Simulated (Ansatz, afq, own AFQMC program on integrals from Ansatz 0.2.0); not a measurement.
# GeNH2 (quartet): quantum Monte Carlo beside coupled cluster, cc-pVDZ, part 2 of 2

Ansatz 0.2.0, Gaussian basis, and an in-house AFQMC program (afq) on its integrals; all values are calculated; cc-pVDZ, frozen cores.

## Step 9: CCSDT(Q) on UHF

The input, in.yaml:

```yaml
crystal:
  periodic: [false, false, false]
  atoms:
    - {symbol: Ge, position_ang: [0.000000, 0.000000, 0.431903]}
    - {symbol: N, position_ang: [0.000000, 0.000000, -1.883353]}
    - {symbol: H, position_ang: [0.000000, 0.830871, -2.477269]}
    - {symbol: H, position_ang: [0.000000, -0.830871, -2.477269]}
basis:
  gaussian: {orbitals: cc-pVDZ}
magnetization: {spin_polarized: true, initial_magnetization: 3}
correlation: {method: ccsdt_q, electrons: outside_noble_gas}
```

Launch:

```
> ansatz run in.yaml --threads 1 --pin off --events-out ev --progress --plain --max-ram 1382MiB
```

Standard output (excerpt; [...] marks lines left out):

```text
Functional definition: HF
  name "HF"
  cite "Fock, Z. Phys. 61, 126 (1930) doi:10.1007/BF01340294"
  parent pbe
[...]
986 factors; integrals over basis functions are off by at most 1.8e-7 eV
[...]
mean field -57984.04393867 eV, -2130.8743117496 hartree, gradient 7.1e-6 eV, S^2 3.787802; 2 other end points of the search recorded, 0 dependent functions left out
determinant -57984.04393867 eV, -2130.8743117496 hartree, with singles and doubles -57990.09409898 eV, -2131.0966510400 hartree
determinant -57982.16947315 eV, -2130.8054264122 hartree, with singles and doubles -57988.37593065 eV, -2131.0335095186 hartree
determinant -57982.05693941 eV, -2130.8012908735 hartree, with singles and doubles -57988.24567588 eV, -2131.0287227439 hartree
15 core orbitals not correlated: weight in the atoms' cores, before any rotation towards them, 1.000 or more for the frozen orbitals, at most 0.000 for the correlated occupied ones
reference -57984.04393867 eV, -2130.8743117496 hartree; 7, 4 occupied and 29, 32 virtual orbitals, 986 factors
second order -5.14529582 eV of doubles, -0.00000000 eV of singles
cycle   1  -5.77303565 eV  change   -6.3e-1 eV  update   6.8e-2
[...]
cycle  20  -6.19491044 eV  change    5.1e-7 eV  update   7.2e-7
perturbative correction -0.00894578 eV, -0.0003287514 hartree
Total energy: -57990.24779490 eV, -2131.1022992607 hartree
```

Run time: 41 s. Hardware: 1 thread of Intel Xeon at 2.50GHz (Skylake/Cascade Lake), shared host; peak memory 0.28 GiB.

From the report: ⟨S²⟩ of the determinant 3.788 (pure quartet: 3.75); correlation -6.2039 eV; T1 0.015; largest double amplitude 0.06.

## Step 10: Phaseless AFQMC, CISD trial on UHF

It reads the integrals that the CCSD(T) run on this determinant wrote.

Launch:

```
> afq ham --method phaseless --trial cisd --walkers 60 --populations 1 --least-time 40 --time-step 0.005 --steps-per-block 50 --equilibration-blocks 28 --max-blocks 300 --target-error 0.0004 --factor-cut 1e-05 --start spin_pure --seed 4403 --release-times 0.24,0.51,0.99,1.62,2.4 --release-step 0.03 --release-every 4 --taylor-order 6
```

Standard output:

```text
orbitals 36  electrons 7 4  factors 272 of 553
reference energy -2130.87430864 Eh
CCSD correlation -0.22234897 Eh in 12 cycles, weight of the determinant in the CISD state 0.8961
energy of the start -2131.095239 Eh
 block  time / (1/Eh)  mean weight  energy / Eh
     1     0.250  0.9989  -2131.093239
     2     0.500  1.0011  -2131.094503
     3     0.750  0.9983  -2131.098947
     4     1.000  1.0001  -2131.102599
     5     1.250  1.0006  -2131.098088
     6     1.500  0.9971  -2131.097703
     7     1.750  0.9988  -2131.100603
     8     2.000  1.0003  -2131.102033
     9     2.250  0.9993  -2131.100273
    10     2.500  1.0014  -2131.099615
    13     3.250  0.9966  -2131.103703
    17     4.250  0.9977  -2131.100772
    21     5.250  0.9993  -2131.098620
    25     6.250  0.9995  -2131.103209
    29     7.250  1.0001  -2131.099977
    33     8.250  0.9997  -2131.106430
    37     9.250  0.9992  -2131.104811
    41    10.250  1.0016  -2131.098970
    45    11.250  0.9991  -2131.101260
    49    12.250  0.9989  -2131.101109
    53    13.250  0.9991  -2131.099205
    57    14.250  1.0000  -2131.100778
    61    15.250  0.9991  -2131.098923
    65    16.250  1.0017  -2131.101502
    69    17.250  0.9995  -2131.105034
    73    18.250  0.9981  -2131.099449
    77    19.250  1.0019  -2131.103644
    81    20.250  1.0021  -2131.100928
    85    21.250  0.9980  -2131.102541
    89    22.250  1.0004  -2131.100042
    93    23.250  1.0000  -2131.102802
    97    24.250  1.0001  -2131.098714
   101    25.250  0.9996  -2131.101781
   105    26.250  0.9991  -2131.100023
   109    27.250  1.0008  -2131.097129
   113    28.250  1.0013  -2131.101112
   117    29.250  1.0005  -2131.100969
   121    30.250  1.0004  -2131.103413
   125    31.250  0.9999  -2131.097901
   129    32.250  0.9988  -2131.107291
   133    33.250  0.9987  -2131.100611
   137    34.250  1.0002  -2131.103429
   141    35.250  0.9991  -2131.103075
   145    36.250  1.0013  -2131.107277
   149    37.250  0.9977  -2131.103359
   153    38.250  1.0018  -2131.107245
   157    39.250  0.9997  -2131.099921
   161    40.250  0.9989  -2131.098205
   165    41.250  0.9996  -2131.098229
   169    42.250  1.0015  -2131.100361
   173    43.250  1.0021  -2131.100838
   177    44.250  0.9840  -2131.098553
   181    45.250  0.9984  -2131.100097
   185    46.250  0.9996  -2131.099625
blocks merged  error / Eh  count
     1  0.000238  160
     2  0.000276  80
     4  0.000303  40
     8  0.000312  20
    16  0.000375  10
released: time / (1/Eh)  energy / Eh  error  mean overlap
  0.24  -2131.101989  0.000371  1.0004
  0.51  -2131.102446  0.000340  0.9922
  0.99  -2131.101874  0.000368  1.0007
  1.62  -2131.102221  0.000419  0.9856
  2.40  -2131.102113  0.000616  0.9591
energy -2131.101848 +/- 0.000312 Eh
```

Run time: 15 min. Hardware: 1 thread of Intel Xeon at 2.50GHz (Skylake/Cascade Lake), shared host.

Energy -57990.2355 ± 0.0085 eV. Caveats: constraint bias not in the error.

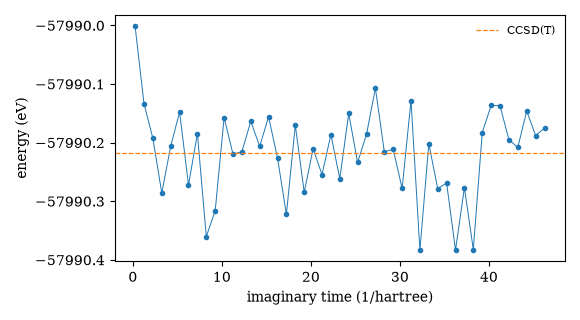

Block energies along the walk.

## Step 11: Phaseless AFQMC, single-determinant trial on UHF

It reads the integrals that the CCSD(T) run on this determinant wrote.

Launch:

```
> afq ham --method phaseless --trial hf --walkers 120 --populations 1 --least-time 40 --time-step 0.005 --steps-per-block 20 --equilibration-blocks 112 --max-blocks 600 --target-error 0.0012000000000000001 --factor-cut 1e-05 --start spin_pure --seed 8560 --taylor-order 6
```

Standard output:

```text
orbitals 36  electrons 7 4  factors 272 of 553
reference energy -2130.87430864 Eh
CCSD correlation -0.22234897 Eh in 12 cycles, weight of the determinant in the CISD state 0.8961
energy of the start -2130.875087 Eh
 block  time / (1/Eh)  mean weight  energy / Eh
     1     0.100  1.0012  -2130.925794
     2     0.200  1.0008  -2130.968689
     3     0.300  1.0016  -2130.989062
     4     0.400  1.0003  -2131.001519
     5     0.500  1.0026  -2131.023114
     6     0.600  1.0029  -2131.026437
     7     0.700  0.9981  -2131.041178
     8     0.800  1.0027  -2131.049750
     9     0.900  0.9992  -2131.057312
    10     1.000  1.0009  -2131.055114
    18     1.800  1.0026  -2131.073766
    35     3.500  0.9996  -2131.094993
    52     5.200  1.0004  -2131.095153
    69     6.900  0.9996  -2131.093545
    86     8.600  0.9992  -2131.101551
   103    10.300  0.9992  -2131.103057
   120    12.000  1.0002  -2131.102565
   137    13.700  1.0022  -2131.112776
   154    15.400  0.9988  -2131.087181
   171    17.100  0.9993  -2131.105019
   188    18.800  1.0000  -2131.139491
   205    20.500  0.9985  -2131.124085
   222    22.200  0.9984  -2131.105505
   239    23.900  0.9988  -2131.118773
   256    25.600  1.0005  -2131.088964
   273    27.300  1.0026  -2131.128424
   290    29.000  1.0014  -2131.104476
   307    30.700  1.0004  -2131.098545
   324    32.400  0.9998  -2131.097859
   341    34.100  1.0010  -2131.094312
   358    35.800  1.0007  -2131.086203
   375    37.500  1.0026  -2131.102824
   392    39.200  0.9996  -2131.093784
   409    40.900  0.9986  -2131.100251
   426    42.600  1.0004  -2131.090676
   443    44.300  1.0002  -2131.085403
   460    46.000  1.0027  -2131.095650
   477    47.700  0.9990  -2131.100859
   494    49.400  0.9989  -2131.077440
   511    51.100  0.9970  -2131.085417
   528    52.800  1.0001  -2131.096406
   545    54.500  0.9988  -2131.107649
   562    56.200  1.0011  -2131.118005
   579    57.900  1.0009  -2131.106670
   596    59.600  0.9988  -2131.107081
   613    61.300  1.0000  -2131.102156
   630    63.000  1.0018  -2131.081898
   647    64.700  0.9986  -2131.115421
   664    66.400  0.9995  -2131.111659
   681    68.100  0.9987  -2131.089504
   698    69.800  1.0009  -2131.099813
blocks merged  error / Eh  count
     1  0.000640  600
     2  0.000828  300
     4  0.001039  150
     8  0.001190  75
    16  0.001351  37
    32  0.001559  18
    64  0.001373  9
energy -2131.101933 +/- 0.001559 Eh
```

Run time: 10 min. Hardware: 1 thread of Intel Xeon at 2.50GHz (Skylake/Cascade Lake), shared host.

Energy -57990.2378 ± 0.0424 eV. Caveats: constraint bias not in the error.

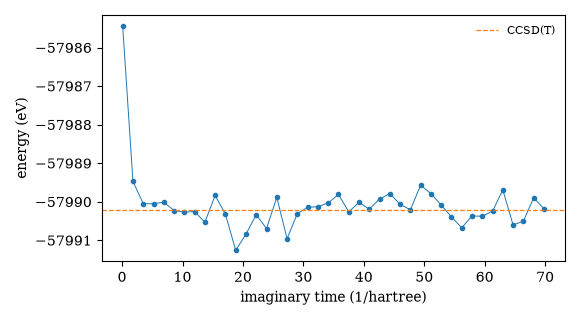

Block energies along the walk.

## Step 12: Free-projection AFQMC, CISD trial on UHF

It reads the integrals that the CCSD(T) run on this determinant wrote.

Launch:

```
> afq ham --method free --trial cisd --walkers 60 --time-step 0.03 --max-blocks 80 --target-error 0.0004 --factor-cut 1e-05 --seed 8299 --times 0,0.21,0.42,0.81,1.2,1.8,2.4,3 --taylor-order 8
```

Standard output:

```text
orbitals 36  electrons 7 4  factors 272 of 553
reference energy -2130.87430864 Eh
CCSD correlation -0.22234897 Eh in 12 cycles, weight of the determinant in the CISD state 0.8961
repeat  energy at the last time / Eh  error
    10  -2131.102704  0.000888
    20  -2131.103449  0.000683
    30  -2131.103294  0.000480
    40  -2131.104102  0.000729
    50  -2131.103714  0.000604
    60  -2131.103133  0.000527
    70  -2131.103100  0.000477
time / (1/Eh)  energy / Eh  error  mean overlap
  0.00  -2131.096638  0.000153  1.1158
  0.21  -2131.099440  0.000165  1.1130
  0.42  -2131.101016  0.000165  1.1033
  0.81  -2131.101850  0.000207  1.1008
  1.20  -2131.102024  0.000248  1.0938
  1.80  -2131.102139  0.000277  1.0954
  2.40  -2131.102355  0.000303  1.0868
  3.00  -2131.103142  0.000440  1.0681
energy -2131.103142 +/- 0.000440 Eh
```

It took 20 min on 1 thread of Intel Xeon at 2.50GHz (Skylake/Cascade Lake), shared host.

Energy -57990.2707 ± 0.0120 eV. Caveats: remainder of the start not in the error.

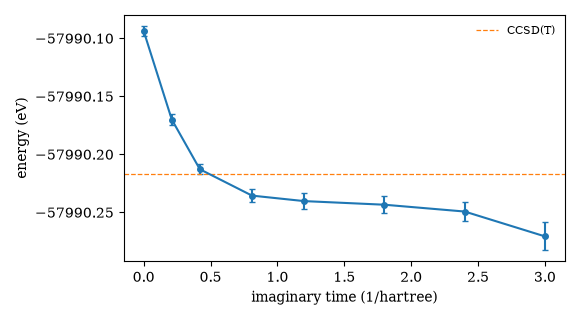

Energy against projection time, with error bars.

## Step 13: All levels side by side

On the UHF determinant, counted from CCSDT(Q) (a yardstick, not exact):

| level | energy (eV) | from CCSDT(Q) (kJ/mol) | statistical error (kJ/mol) | time |
| --- | --- | --- | --- | --- |
| HF | -57984.0439 | +598.6 |  |  |
| MP2 | -57989.1891 | +102.1 |  |  |
| CCSD | -57990.0943 | +14.8 |  |  |
| CCSD(T) | -57990.2171 | +3.0 |  |  |
| CCSDT(Q) | -57990.2478 | 0.0 |  |  |
| Phaseless AFQMC, CISD trial, step 0.005, 60 walkers | -57990.2355 | +1.2 | 0.8 | 15 min |
| Phaseless AFQMC, single-determinant trial, step 0.005, 120 walkers | -57990.2378 | +1.0 | 4.1 | 10 min |
| Free-projection AFQMC, CISD trial, step 0.03, 60 walkers | -57990.2707 | -2.2 | 1.2 | 20 min |

The functionals' totals stand on their own zeros and serve differences with other points: PBE -58025.693 eV; r2SCAN -58035.087 eV; PBE0 -58027.371 eV; B3LYP -58037.504 eV; wB97M-V -58032.385 eV; B2PLYP -58023.359 eV.

## Step 14: Outcome

What follows sums up all 2 parts.

| quantity | value |
| --- | --- |
| CCSD(T) on UHF from CCSDT(Q) | +3.0 kJ/mol |
| Phaseless AFQMC, CISD trial on UHF from CCSDT(Q) | +1.2 ± 0.8 kJ/mol |
| Phaseless AFQMC, single-determinant trial on UHF from CCSDT(Q) | +1.0 ± 4.1 kJ/mol |
| Free-projection AFQMC, CISD trial on UHF from CCSDT(Q) | -2.2 ± 1.2 kJ/mol |

On UHF the phaseless walk with the CISD trial lies +1.2 kJ/mol from CCSDT(Q), within three error bars. Free projection has no constraint; at the last time it gives -2.2 ± 1.2 kJ/mol, and from a start that isn't spin pure other spins can mix in. Error bars are statistical and leave out the constraint, the time step and what remains of the start.
